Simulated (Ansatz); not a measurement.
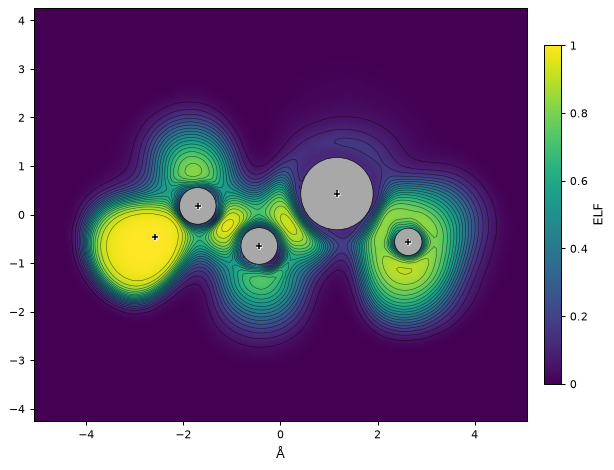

The electron localisation function on a plane through atoms (crosses mark nuclei in the plane; grey discs cover the cores).

The calculation used Ansatz, RKS PBE0-D4/def2-TZVPP.

Candidates:
A. ClF2HNNb (SMILES [NH]=[Nb]([F])([F])[Cl])
B. C2H8GeO3 (SMILES C[CH2][Ge]([OH])([OH])[OH])
C. CH5FNSTa (SMILES [CH3][Ta]([NH2])([F])=[S])

Which candidate gave the map?

Answer. Candidate B: C2H8GeO3 on the plane of atoms C2, Ge3 and O6, which holds C, Ge, O and H. C–C (1.52 Å): the ELF peaks at about 0.95 between the atoms (localised, covalent bonding). Ge–O (1.77 Å): the ELF peaks at about 0.85 in the valence shell of O, 0.6 Å from its nucleus, and is about 0.35 at the midpoint.
